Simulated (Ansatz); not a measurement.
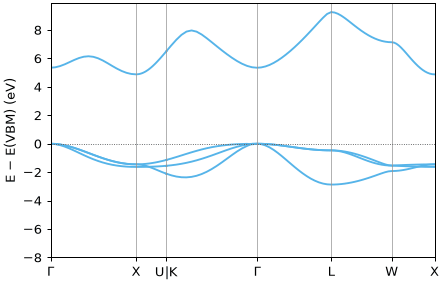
*Band structure from PBEsol in the plane-wave PAW code Ansatz*

Q: Read off the gap and where the band edges lie.

A: About 4.9 eV (4.88 eV by a search for the band edges); maximum at Γ, minimum at X.

The material is Li$_{2}$O (anti-fluorite, Fm-3m).

Symmetry was held in the PBEsol relaxation.

Potentials: the later of the program's two PAW sets.
